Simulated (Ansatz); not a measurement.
# GaIr3: from a guess to a relaxed structure

Where does this trial cell of GaIr3 go when cell and atoms are let free?

Computed with Ansatz 0.2.0 (DFT PBE, scalar-relativistic, plane waves, PAW, unless a step's input says otherwise).

2 further runs of the same task are left out: 1 that didn't finish, 1 set aside as unsound or not needed. Runs told in other sessions of the task aren't counted.

**1. The system as given**

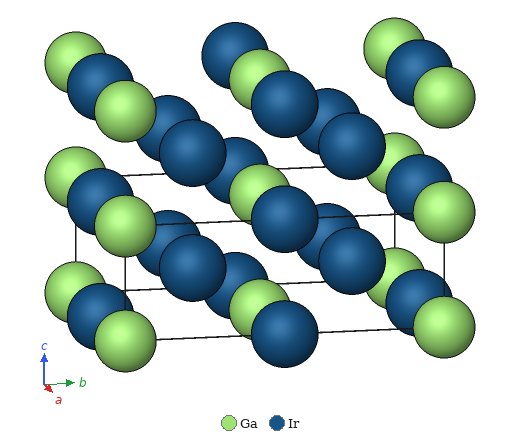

The starting structure, seen slightly off an axis (gallium green, iridium blue). 1×1×2 cells are drawn. Atoms on the faces are drawn again on the opposite ones. The cell drawn here is the conventional one.

As a file:

```
Ga Ir
1.0
     2.72970   -3.71848    0.00000
     2.72970    3.71848    0.00000
     0.00000    0.00000    2.68143
Ga Ir
1 3
Direct
  0.00000 0.00000 0.00000
  0.50000 0.50000 0.00000
  0.00000 0.50000 0.50000
  0.50000 0.00000 0.50000
```

A structure generator made this guess: species swapped into a database cell of CdPt3 (Cmmm, No. 65), with Ga on the Cd sites and Ir on the Pt sites. The dimensions are guesses.

**2. A first look at the guess**

input.yaml

```yaml
crystal:
  lattice:
    - [2.72970259, -3.71847751, 0.0]
    - [2.72970259, 3.71847751, 0.0]
    - [0.0, 0.0, 2.68142761]
  atoms:
    - { symbol: Ga, position: [0.0, 0.0, 0.0] }
    - { symbol: Ir, position: [0.5, 0.5, 0.0] }
    - { symbol: Ir, position: [0.0, 0.5, 0.5] }
    - { symbol: Ir, position: [0.5, 0.0, 0.5] }
basis:
  ecutwfc: 420
kpoints:
  mp_grid: { grid: [4, 4, 6] }
hamiltonian:
  xc: pbe
scf:
  occupations: { method: gaussian, width: 0.1 }
  lower_state_search: "off"
output:
  forces: true
  stress: true
  eigenvalues: true
```

On the command line:

```
ansatz run input.yaml --threads 1 --pin off --max-ram 2560MiB --backend cpu --events-out ev --progress --plain --runs-dir out
```

The program printed (excerpt; [...] marks lines left out):

```text
[...]
SCF converged after 7 iterations
Free energy (F): -39589.143502 eV
[...]
E sigma→0 (E₀):  -39589.127537 eV
Entropy (-TS):   -0.031930 eV (-7.982 meV/atom)
Fermi energy:    23.490527 eV
[...]
--- Forces (eV/Å), atoms counted from 1 ---
  atom   1  Ga    -0.00000000     0.00000000     0.00000000
  atom   2  Ir    -0.00000000     0.00000000     0.00000000
  atom   3  Ir     0.00000000     0.00000000     0.00000000
  atom   4  Ir     0.00000000     0.00000000     0.00000000
[...]
--- Stress (GPa, compression-positive) ---
       18.885100       0.000000       0.000000
        0.000000      19.166517       0.000000
        0.000000       0.000000      27.084481
  P = ⅓ Tr σ = 21.7120 GPa (217.120 kbar)
--- Band table (eV; the first three rows and the last of 28) ---
[...]
```

Run time: 6.4 s. Hardware: 1 thread of Intel Xeon at 2.50GHz (Skylake/Cascade Lake), shared host; peak memory 0.37 GiB.

Read-out: pressure 21.7 GPa, largest force 0.00 eV/Å, gap on this mesh none (metal). A cheap, loose relaxation comes first.

**3. Coarse relaxation**

Edit input.yaml of step 2 so:

```diff
@@ -23 +23,6 @@
   eigenvalues: true
+relax:
+  adjacent_minimum: "off"
+  f_tol: 0.04
+  max_steps: 70
+  cell: { stress_tol: 0.4 }
```

On the command line:

```
ansatz run input.yaml --threads 1 --pin off --max-ram 2560MiB --backend cpu --events-out ev --progress --plain --runs-dir out
```

The program printed:

```text
Warning: RAYON_NUM_THREADS=1 ignored (pool sized by the plan → 1); use --threads N
Engine: ansatz 0.2.0, x86_64-unknown-linux-gnu
Pseudopotentials: kind: paw
Pseudopotential: Ga, paw, valence charge 13, recommended cutoff 420 eV (normal), Ga.paw.azcp
Pseudopotential: Ir, paw, valence charge 17, recommended cutoff 420 eV (normal), Ir.paw.azcp
Functional definition: PBE
  parameter kappa = 0.804
  parameter beta = 0.06672455060314922
  exchange = pbe_x(kappa = kappa, mu = beta*pi^2/3)
  correlation = pbe_c(beta = beta)
Crystal: 4 atoms, lattice volume = 54.435 Å³
Basis set: ecut = 420 eV, 1073 PW (Γ), exchange–correlation on 64×64×36 points (8 copies of the dense FFT grid, shifted against one another)
Bands: 39, of which v1, the nominal top of the filled ones, is band 32 counted from 1 (31 counted from 0)
Symmetry: 8 space group operations
Space group: Cmmm (ITA 65), of the structure as read, at distance tolerance 3.8e-5 Å
k-points: 28 of 96
Non-local potential: Ga, projectors of the file, l = 0: 2, l = 1: 2, l = 2: 3, l = 3: 1
Non-local potential: Ir, projectors of the file, l = 0: 3, l = 1: 2, l = 2: 2, l = 3: 1
PAW form: soft (Blöchl's): semilocal exchange-correlation on the pseudo side does not see the compensation charge
PAW one-centre angular grid: Ga, 590 points (default); XC on 64 Gauss nodes
PAW one-centre angular grid: Ir, 590 points (default); XC on 64 Gauss nodes
Initial density: superposition of atomic densities (neutral atoms: chi_scale 0, normalization atom), corrected by the library's trained network
Initial wavefunctions: pseudopotential atomic-orbital guess
Functional: x = pbe(κ = 0.804, μ = 0.2195149727645171), c = pbe(β = 0.06672455060314922)
SCF iter   1: F=—  HF=-39589.142598 eV  |F-HF|=—  |Δ(HF+E_count)|=         —  Δρ=6.14e-3  dr2=8.85e-3  ethr=1.77e-3  ⟨swp⟩=5.6  Hψ=3741  notcnv=0  defer=1
preconditioner: auto → Kerker (q_TF=auto, 2.803 Å⁻¹)  [metal: Δε(μ)=0.044 eV  Ē_g=11.036 eV  σ=0.100 eV  W_gap=0.24  n_scr=22 (ndim 8)  ℏωp=31.8 eV  f_vac=0.000  D(μ)=6.23/eV (n_scr^D=80)]
SCF iter   2: F=—  HF=-39589.143770 eV  |F-HF|=—  |Δ(HF+E_count)|=   1.17e-3  Δρ=3.36e-3  dr2=3.16e-3  ethr=1.38e-5  ⟨swp⟩=2.0  Hψ=1620  notcnv=0  defer=1
SCF iter   3: F=—  HF=-39589.143636 eV  |F-HF|=—  |Δ(HF+E_count)|=   1.33e-4  Δρ=5.48e-4  dr2=2.60e-4  ethr=4.93e-6  ⟨swp⟩=2.6  Hψ=1740  notcnv=0  defer=1
SCF iter   4: F=—  HF=-39589.143555 eV  |F-HF|=—  |Δ(HF+E_count)|=   8.09e-5  Δρ=3.01e-4  dr2=6.72e-5  ethr=4.07e-7  ⟨swp⟩=2.0  Hψ=1330  notcnv=0  defer=1
SCF iter   5: F=—  HF=-39589.143504 eV  |F-HF|=—  |Δ(HF+E_count)|=   5.18e-5  Δρ=8.12e-5  dr2=6.52e-6  ethr=1.05e-7  ⟨swp⟩=2.2  Hψ=1495  notcnv=0  defer=1
SCF iter   6: F=—  HF=-39589.143502 eV  |F-HF|=—  |Δ(HF+E_count)|=   1.60e-6  Δρ=2.40e-5  dr2=5.61e-7  ethr=1.02e-8  ⟨swp⟩=2.1  Hψ=1492  notcnv=0  defer=1
SCF iter   7: F=-39589.143502 eV  HF=-39589.143502 eV  |F-HF|=1.37e-8  |Δ(HF+E_count)|=   8.96e-8  Δρ=6.73e-6  dr2=2.38e-8  ethr=1.56e-10  ⟨swp⟩=7.1  Hψ=4014  notcnv=0
SCF 1 converged in 7 iterations: F = -39589.143502 eV  dr2 = 2.38e-8
relax step   1: F+E_penalty+E_count = -39589.14350186 eV  Δ(F+E_penalty+E_count) = +0.000e0 eV  max|allowed force component| = 1.893e-29 eV/Å  Δτ_max = 0.0000 Å  P = +21.712 GPa  Ω = 54.435 Å³  (7 SCF iters, dr2 threshold 1.00e-7 eV, accepted)
Crystal: 4 atoms, lattice volume = 60.542 Å³
Basis set: ecut = 420 eV, 1181 PW (Γ), exchange–correlation on 64×64×36 points (8 copies of the dense FFT grid, shifted against one another)
Initial density: handed on by an earlier stage of this run
Initial wavefunctions: those handed on with the density
iter 1 solved again at ethr=9.45e-5 eV; its pass at ethr=3.10e-3 eV (dr2=6.05e-2 eV) is discarded
SCF iter   1: F=—  HF=-39589.317194 eV  |F-HF|=—  |Δ(HF+E_count)|=         —  Δρ=8.01e-3  dr2=6.06e-2  ethr=9.45e-5  ⟨swp⟩=1.9  Hψ=5666  notcnv=0
preconditioner: auto → Kerker (q_TF=auto, 2.754 Å⁻¹)  [metal: Δε(μ)=0.014 eV  Ē_g=10.089 eV  σ=0.100 eV  W_gap=0.08  n_scr=22 (ndim 8)  ℏωp=30.2 eV  f_vac=0.000  D(μ)=6.81/eV (n_scr^D=84)]
SCF iter   2: F=—  HF=-39589.312216 eV  |F-HF|=—  |Δ(HF+E_count)|=   4.98e-3  Δρ=3.93e-3  dr2=1.61e-2  ethr=9.45e-5  ⟨swp⟩=1.0  Hψ=1092  notcnv=0
SCF iter   3: F=—  HF=-39589.311155 eV  |F-HF|=—  |Δ(HF+E_count)|=   1.06e-3  Δρ=1.23e-3  dr2=1.42e-3  ethr=2.51e-5  ⟨swp⟩=2.1  Hψ=1340  notcnv=0
SCF iter   4: F=—  HF=-39589.310613 eV  |F-HF|=—  |Δ(HF+E_count)|=   5.42e-4  Δρ=5.48e-4  dr2=2.73e-4  ethr=2.22e-6  ⟨swp⟩=2.0  Hψ=1538  notcnv=0
SCF iter   5: F=—  HF=-39589.310580 eV  |F-HF|=—  |Δ(HF+E_count)|=   3.23e-5  Δρ=1.45e-4  dr2=2.29e-5  ethr=4.26e-7  ⟨swp⟩=2.3  Hψ=1858  notcnv=0
SCF iter   6: F=—  HF=-39589.310576 eV  |F-HF|=—  |Δ(HF+E_count)|=   4.29e-6  Δρ=4.72e-5  dr2=2.26e-6  ethr=3.58e-8  ⟨swp⟩=2.0  Hψ=1336  notcnv=0
SCF iter   7: F=-39589.310576 eV  HF=-39589.310576 eV  |F-HF|=3.35e-8  |Δ(HF+E_count)|=   5.77e-7  Δρ=1.02e-5  dr2=7.27e-8  ethr=6.25e-10  ⟨swp⟩=6.2  Hψ=4905  notcnv=0
SCF 2 converged in 7 iterations: F = -39589.310576 eV  dr2 = 7.27e-8
relax step   2: F+E_penalty+E_count = -39589.31057554 eV  Δ(F+E_penalty+E_count) = -1.671e-1 eV  max|allowed force component| = 1.262e-29 eV/Å  Δτ_max = 0.0000 Å  P = -10.127 GPa  Ω = 60.542 Å³  energy of the carried Pulay correction = -3.800e-3 eV  (7 SCF iters, dr2 threshold 4.00e-7 eV, accepted)
Crystal: 4 atoms, lattice volume = 58.446 Å³
Basis set: ecut = 420 eV, 1133 PW (Γ), exchange–correlation on 64×64×36 points (8 copies of the dense FFT grid, shifted against one another)
iter 1 solved again at ethr=1.07e-5 eV; its pass at ethr=3.10e-3 eV (dr2=6.87e-3 eV) is discarded
SCF iter   1: F=—  HF=-39589.390373 eV  |F-HF|=—  |Δ(HF+E_count)|=         —  Δρ=2.75e-3  dr2=6.86e-3  ethr=1.07e-5  ⟨swp⟩=2.0  Hψ=5347  notcnv=0
preconditioner: auto → Kerker (q_TF=auto, 2.770 Å⁻¹)  [metal: Δε(μ)=0.019 eV  Ē_g=10.407 eV  σ=0.100 eV  W_gap=0.11  n_scr=22 (ndim 8)  ℏωp=30.7 eV  f_vac=0.000  D(μ)=6.16/eV (n_scr^D=80)]
SCF iter   2: F=—  HF=-39589.389657 eV  |F-HF|=—  |Δ(HF+E_count)|=   7.16e-4  Δρ=1.31e-3  dr2=1.77e-3  ethr=1.07e-5  ⟨swp⟩=1.0  Hψ=1092  notcnv=0
SCF iter   3: F=—  HF=-39589.389486 eV  |F-HF|=—  |Δ(HF+E_count)|=   1.71e-4  Δρ=3.44e-4  dr2=9.54e-5  ethr=2.77e-6  ⟨swp⟩=2.1  Hψ=1380  notcnv=0
SCF iter   4: F=—  HF=-39589.389463 eV  |F-HF|=—  |Δ(HF+E_count)|=   2.26e-5  Δρ=1.66e-4  dr2=1.90e-5  ethr=1.49e-7  ⟨swp⟩=2.0  Hψ=1609  notcnv=0
SCF iter   5: F=—  HF=-39589.389458 eV  |F-HF|=—  |Δ(HF+E_count)|=   5.52e-6  Δρ=4.30e-5  dr2=2.64e-6  ethr=2.96e-8  ⟨swp⟩=2.7  Hψ=1957  notcnv=0
SCF iter   6: F=-39589.389457 eV  HF=-39589.389457 eV  |F-HF|=7.01e-8  |Δ(HF+E_count)|=   4.40e-7  Δρ=1.46e-5  dr2=1.29e-7  ethr=6.25e-10  ⟨swp⟩=5.6  Hψ=4658  notcnv=0
SCF 3 converged in 6 iterations: F = -39589.389457 eV  dr2 = 1.29e-7
relax step   3: F+E_penalty+E_count = -39589.38945740 eV  Δ(F+E_penalty+E_count) = -7.888e-2 eV  max|allowed force component| = 1.491e-28 eV/Å  Δτ_max = 0.0000 Å  P = -1.430 GPa  Ω = 58.446 Å³  energy of the carried Pulay correction = -2.560e-3 eV  (6 SCF iters, dr2 threshold 4.00e-7 eV, accepted)
Crystal: 4 atoms, lattice volume = 58.146 Å³
Basis set: ecut = 420 eV, 1125 PW (Γ), exchange–correlation on 64×64×36 points (8 copies of the dense FFT grid, shifted against one another)
iter 1 solved again at ethr=2.28e-7 eV; its pass at ethr=3.10e-3 eV (dr2=1.46e-4 eV) is discarded
SCF iter   1: F=—  HF=-39589.391083 eV  |F-HF|=—  |Δ(HF+E_count)|=         —  Δρ=4.12e-4  dr2=1.48e-4  ethr=2.28e-7  ⟨swp⟩=2.2  Hψ=4816  notcnv=0
preconditioner: auto → Kerker (q_TF=auto, 2.772 Å⁻¹)  [metal: Δε(μ)=0.029 eV  Ē_g=10.441 eV  σ=0.100 eV  W_gap=0.16  n_scr=22 (ndim 8)  ℏωp=30.8 eV  f_vac=0.000  D(μ)=6.29/eV (n_scr^D=80)]
SCF iter   2: F=—  HF=-39589.391072 eV  |F-HF|=—  |Δ(HF+E_count)|=   1.09e-5  Δρ=1.97e-4  dr2=3.90e-5  ethr=2.28e-7  ⟨swp⟩=1.0  Hψ=1092  notcnv=0
SCF iter   3: F=—  HF=-39589.391069 eV  |F-HF|=—  |Δ(HF+E_count)|=   3.27e-6  Δρ=6.29e-5  dr2=3.62e-6  ethr=6.09e-8  ⟨swp⟩=2.0  Hψ=1243  notcnv=0
SCF iter   4: F=—  HF=-39589.391067 eV  |F-HF|=—  |Δ(HF+E_count)|=   1.40e-6  Δρ=2.81e-5  dr2=6.62e-7  ethr=5.65e-9  ⟨swp⟩=2.0  Hψ=1483  notcnv=0
iter 5 did not close the SCF: its close was put off for the readings that it lacked (scf_convergence_deferred on its scf_iter line)
SCF iter   5: F=-39589.391067 eV  HF=-39589.391067 eV  |F-HF|=3.25e-8  |Δ(HF+E_count)|=   1.65e-7  Δρ=7.66e-6  dr2=4.48e-8  ethr=1.03e-9  ⟨swp⟩=2.3  Hψ=1831  notcnv=0
SCF iter   6: F=-39589.391067 eV  HF=-39589.391067 eV  |F-HF|=2.94e-9  |Δ(HF+E_count)|=   1.08e-8  Δρ=2.05e-6  dr2=2.79e-9  ethr=7.00e-11  ⟨swp⟩=2.3  Hψ=3561  notcnv=0
SCF 4 converged in 6 iterations: F = -39589.391067 eV  dr2 = 2.79e-9
relax step   4: F+E_penalty+E_count = -39589.39106706 eV  Δ(F+E_penalty+E_count) = -1.610e-3 eV  max|allowed force component| = 1.183e-28 eV/Å  Δτ_max = 0.0000 Å  P = -0.017 GPa  Ω = 58.146 Å³  energy of the carried Pulay correction = -2.375e-3 eV  (6 SCF iters, dr2 threshold 4.00e-7 eV, accepted)
Basis set: ecut = 420 eV, 1125 PW (Γ), exchange–correlation on 64×64×40 points (8 copies of the dense FFT grid, shifted against one another)
Initial wavefunctions: pseudopotential atomic-orbital guess (no wavefunctions were taken with the density)
iter 1 solved again at ethr=3.33e-8 eV; its pass at ethr=3.10e-3 eV (dr2=2.13e-5 eV) is discarded
SCF iter   1: F=—  HF=-39589.392336 eV  |F-HF|=—  |Δ(HF+E_count)|=         —  Δρ=7.08e-4  dr2=8.88e-6  ethr=3.33e-8  ⟨swp⟩=3.1  Hψ=6603  notcnv=0
preconditioner: auto → Kerker (q_TF=auto, 2.772 Å⁻¹)  [metal: Δε(μ)=0.032 eV  Ē_g=10.439 eV  σ=0.100 eV  W_gap=0.18  n_scr=22 (ndim 8)  ℏωp=30.8 eV  f_vac=0.000  D(μ)=6.32/eV (n_scr^D=80)]
SCF iter   2: F=—  HF=-39589.392738 eV  |F-HF|=—  |Δ(HF+E_count)|=   4.02e-4  Δρ=3.65e-4  dr2=3.22e-6  ethr=1.39e-8  ⟨swp⟩=2.0  Hψ=1232  notcnv=0
SCF iter   3: F=—  HF=-39589.392886 eV  |F-HF|=—  |Δ(HF+E_count)|=   1.48e-4  Δρ=5.39e-5  dr2=6.14e-8  ethr=5.04e-9  ⟨swp⟩=2.0  Hψ=1268  notcnv=0
SCF iter   4: F=—  HF=-39589.392889 eV  |F-HF|=—  |Δ(HF+E_count)|=   2.84e-6  Δρ=1.09e-5  dr2=2.84e-8  ethr=9.59e-11  ⟨swp⟩=2.1  Hψ=1960  notcnv=0
iter 5 did not close the SCF: its close was put off for the readings that it lacked (scf_convergence_deferred on its scf_iter line)
SCF iter   5: F=-39589.392889 eV  HF=-39589.392889 eV  |F-HF|=1.15e-9  |Δ(HF+E_count)|=   8.29e-8  Δρ=1.52e-6  dr2=2.07e-9  ethr=4.43e-11  ⟨swp⟩=2.2  Hψ=1550  notcnv=0
SCF iter   6: F=-39589.392889 eV  HF=-39589.392889 eV  |F-HF|=1.16e-10  |Δ(HF+E_count)|=  4.15e-10  Δρ=3.61e-7  dr2=1.14e-10  ethr=3.24e-12  ⟨swp⟩=2.3  Hψ=3648  notcnv=0
SCF 5 converged in 6 iterations: F = -39589.392889 eV  dr2 = 1.14e-10
relax step   5: F+E_penalty+E_count = -39589.39288862 eV  Δ(F+E_penalty+E_count) = -1.822e-3 eV  max|allowed force component| = 1.515e-28 eV/Å  Δτ_max = 0.0000 Å  P = -0.054 GPa  Ω = 58.146 Å³  stress off target by 7.50e-2 GPa  SCF on the basis re-selected at this cell (its energy is not comparable with the rows above)  (6 SCF iters)
basis re-selected at this cell: Δ(F+E_penalty+E_count) = -1.822e-3 eV, ΔP = -0.037 GPa vs the last step (what re-selecting the basis moved, of the pressure what is left beyond the Pulay correction that the steps carried, after the strain that the cell walked since its last selection, with what the two solves' SCF thresholds leave and, on support functions, any second-order correction that the steps lacked; it is no measure of the basis error at this ecutwfc). The dense FFT grid was sized anew with the basis: this SCF ran on 32×32×20 points, the steps before it on 32×32×18, so part of this shift can come from that change (see relax.cell in the input reference). This SCF's stress stands 7.50e-2 GPa from its target on what of the cell is left free (relax.cell.stress_tol is 4.00e-1 GPa) and its largest allowed force component is 1.51e-28 eV/Å (relax.f_tol is 4.00e-2 eV/Å): within both
SCF converged after 6 iterations
Free energy (F): -39589.392889 eV
Harris-Foulkes:  -39589.392889 eV  (|F-HF|=1.16e-10)
Internal energy: -39589.361307 eV  (E = F + TS)
E sigma→0 (E₀):  -39589.377098 eV
Entropy (-TS):   -0.031581 eV (-7.895 meV/atom)
Fermi energy:    21.612419 eV
--- Per-component energies (eV) ---
  E_band       = -304.824469
  E_kinetic    = 1986.501483
  E_local      = -4969.678811  (includes V_loc(G=0)·N_el)
  E_nonlocal   = 645.481183
  E_hartree    = 2051.732222
  E_xc         = -872.783263
  E_vxc        = -958.176563  (∫ρ·V_xc dr)
  E_paw        = -29662.389731  (= ΣΔE_a)
  E_vpaw       = -1112.415962  (= ΣTr[D̂ρ^β])
  E_aug_tail   = 0.000056  (compensation charges beyond the density's cutoff)
  E_ewald      = -8768.224447
  E_smearing   = -0.031581  (= −TS)
  E_closure    = 0.000000  (closes the sum)
  Σ components = -39589.392889   (vs F -39589.392889, Δ=0.00e0)
--- Forces (eV/Å), atoms counted from 1 ---
  atom   1  Ga     0.00000000     0.00000000     0.00000000
  atom   2  Ir    -0.00000000     0.00000000    -0.00000000
  atom   3  Ir     0.00000000     0.00000000    -0.00000000
  atom   4  Ir     0.00000000     0.00000000    -0.00000000
  max |Σ_I F_I| component: 3.36e-28 eV/Å
--- Stress (GPa, compression-positive) ---
       -0.075045      -0.000000      -0.000000
       -0.000000      -0.057618       0.000000
       -0.000000       0.000000      -0.029592
  P = ⅓ Tr σ = -0.0541 GPa (-0.541 kbar)
--- Band table (eV; the first three rows and the last of 28) ---
  k-point 0: bands = ["-70.6528", "-70.3503", "-70.3373", "-27.8076", "-27.5950", "-27.5604", "-27.2566", "-27.0951", "-27.0910", "-27.0854", "-27.0829", "-27.0100", "6.6693", "6.8757", "6.9108", "6.9778", "6.9846", "10.4383", "13.9748", "15.3760", "15.4011", "16.4379", "18.1198", "18.5648", "18.9655", "19.2970", "19.4608", "19.9286", "20.4674", "20.6729", "21.3522", "21.8039", "23.0676", "23.1866", "23.2658", "23.3591", "25.3532", "27.5747", "30.3139"]
  k-point 1: bands = ["-70.6479", "-70.3469", "-70.3332", "-27.7574", "-27.6392", "-27.5556", "-27.2634", "-27.1783", "-27.1672", "-27.1182", "-27.1111", "-27.0041", "6.7684", "6.8953", "6.9251", "6.9367", "6.9413", "11.0927", "14.5944", "15.9987", "16.1613", "16.7383", "17.5915", "18.2550", "18.3814", "18.7808", "19.1166", "19.8862", "20.3052", "20.7518", "21.0577", "21.3987", "22.7428", "22.9843", "23.6938", "25.0053", "26.7912", "27.3792", "27.4180"]
  k-point 2: bands = ["-70.6382", "-70.3402", "-70.3250", "-27.7943", "-27.6253", "-27.4551", "-27.3612", "-27.3329", "-27.3214", "-27.1875", "-27.1384", "-26.9908", "6.8560", "6.8562", "6.9316", "6.9327", "6.9808", "12.8764", "15.9958", "16.4385", "17.0508", "17.2791", "17.3545", "17.3863", "17.7551", "17.8716", "18.3140", "19.8741", "20.2688", "20.5214", "20.9374", "21.5585", "22.6913", "23.8373", "25.2966", "25.7330", "25.7758", "27.4389", "29.7272"]
  k-point 27: bands = ["-70.6332", "-70.3367", "-70.3210", "-27.9931", "-27.6775", "-27.5542", "-27.3464", "-27.2544", "-27.2371", "-27.2235", "-27.1235", "-26.9809", "6.7450", "6.7727", "6.9099", "6.9426", "7.0494", "14.0319", "14.5852", "14.9663", "15.6823", "16.1772", "17.5368", "18.7594", "19.7325", "19.8404", "20.3053", "20.4234", "20.7157", "21.6899", "22.7512", "22.8578", "23.0894", "23.1466", "23.4618", "23.5467", "24.6820", "27.5203", "29.8276"]
--- Relaxed structure (4 steps of the walk, 4 accepted, 1 SCFs on fresh bases) ---
  F+E_penalty+E_count = -39589.39288862 eV   max|allowed force component| = 1.515e-28 eV/Å   (the final SCF, on the basis selected at the relaxed cell)
  cell:  # Å, volume = 58.1463 Å³
    - [2.780344467289637, -3.7709614317724807, 0.0]
    - [2.780344467289637, 3.7709614317724807, 0.0]
    - [0.0, 0.0, 2.7729463538309576]
  atoms:
    - { symbol: Ga, position: [3.3072455026374014e-36, 3.3072455026374014e-36, 0.0] }
    - { symbol: Ir, position: [0.49999999999999994, 0.49999999999999994, 0.0] }
    - { symbol: Ir, position: [0.0, 0.49999999999999994, 0.5] }
    - { symbol: Ir, position: [0.49999999999999994, 0.0, 0.5] }
```

It took 36 s on 1 thread of Intel Xeon at 2.50GHz (Skylake/Cascade Lake), shared host; peak memory 0.39 GiB.

Step by step:

| step | energy from step 1 (eV/cell) | largest force component (eV/Å) | pressure (GPa) | volume (Å³) |
| --- | --- | --- | --- | --- |
| 1 | 0.0000 | 0.0000 | 21.71 | 54.43 |
| 2 | -0.1671 | 0.0000 | -10.13 | 60.54 |
| 3 | -0.2460 | 0.0000 | -1.43 | 58.45 |
| 4 | -0.2476 | 0.0000 | -0.02 | 58.15 |
| 5 | -0.2494 | 0.0000 | -0.05 | 58.15 |

Step 1 is the start. Step 5 repeats the geometry before it on a plane-wave basis chosen anew for that cell, so its energy need not be comparable with the rows above.

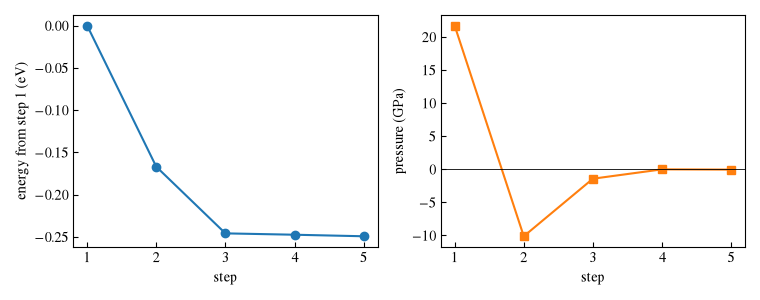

Energy and pressure along the relaxation.

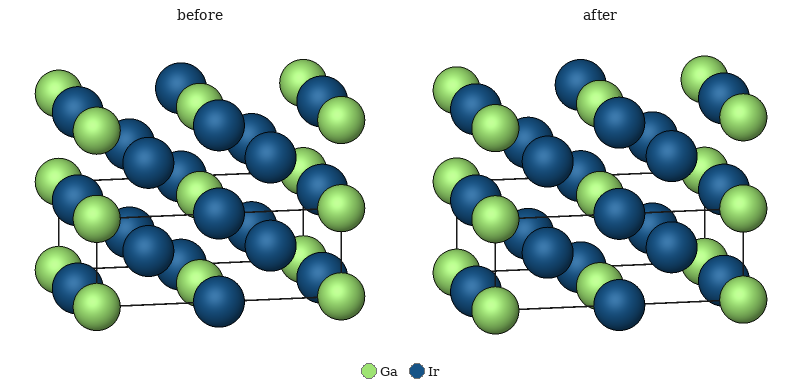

Before and after, at one scale.

Lengths and angles in the start's conventional setting:

|  | before | after | change |
| --- | --- | --- | --- |
| a (Å) | 5.459 | 5.561 | +1.9 % |
| b (Å) | 7.437 | 7.542 | +1.4 % |
| c (Å) | 2.681 | 2.773 | +3.4 % |
| volume (Å³/atom) | 13.61 | 14.54 | +6.8 % |
| shortest distance (Å) | 2.668 | 2.722 | +2.0 % |
| space group (0.01 Å) | Cmmm | Cmmm | same |

The run keeps the 8 symmetry operations of the start, so it could not have lowered the symmetry.

(Part 1 of 2 ends here.)
